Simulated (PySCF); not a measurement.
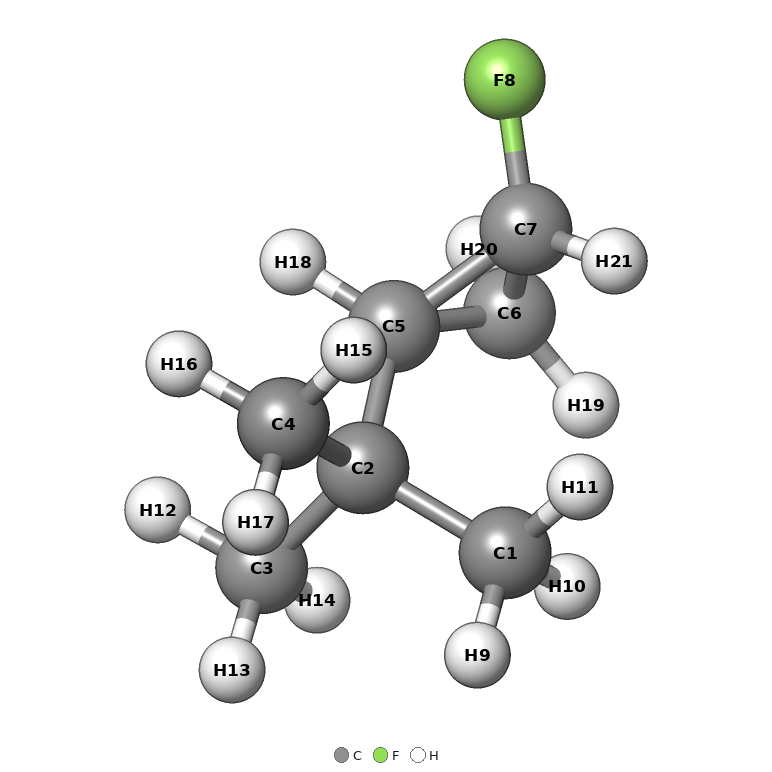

The computed structure is the end point of a PBE0-D3(BJ)/def2-SVP optimisation. No frequency run is at hand to confirm it as a minimum. Properties computed with delta-SCF UKS SCAN, pcX-2 on the ionised atom, pcseg-1 elsewhere, spin-free X2C (PySCF 2.14.0).

Give the core-electron binding energies (to vacuum) of C1 1s, C2 1s, C5 1s, C6 1s, C7 1s, F8 1s.

```
atom  level  binding energy (eV)
  C1     1s                290.5
  C2     1s                290.8
  C5     1s                290.5
  C6     1s                290.6
  C7     1s                292.7
  F8     1s                692.3
```
